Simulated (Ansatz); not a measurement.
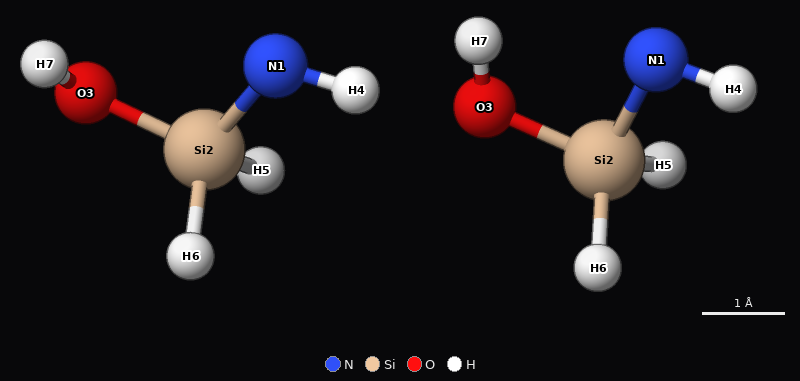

Two geometries of SiNH$_{4}$O (multiplicity 2) (coarse preliminary run), drawn at one scale. One is the start of a relaxation, the other its converged end. A ball-and-stick model, seen at a tilt.

All numbers below come from UKS PBE-D4/def2-SVP in Ansatz 0.2.0. (force threshold 0.03 eV/Å; at most 200 steps)

Which geometry has the lower energy?

Answer. The left one is the relaxed one. The start comes from a force field. Over 10 accepted moves (13 points after the start) the energy falls by 31.3 kJ/mol. Largest force component: 2.3 eV/Å at the start, 0.0045 eV/Å at the end. The line search rejected the trial steps at points 4, 8, 11 of the run. The largest move after the best rigid fit is that of H7, 0.51 Å. Largest moves by element: H 0.51 Å, O 0.28 Å, N 0.27 Å, Si 0.13 Å. Among the contacts that change: Si2–O3 1.624 → 1.672 Å, N1–Si2 1.737 → 1.760 Å, Si2–H6 1.497 → 1.518 Å, Si2–H5 1.494 → 1.504 Å. Bond angles that change, for instance: N1–Si2–O3 96.6° → 110.6°, Si2–N1–H4 101.8° → 112.9°, N1–Si2–H6 111.9° → 104.4°. Groups turn about Si2–O3 by about 45°. The run took about 40 core-seconds on a shared host.
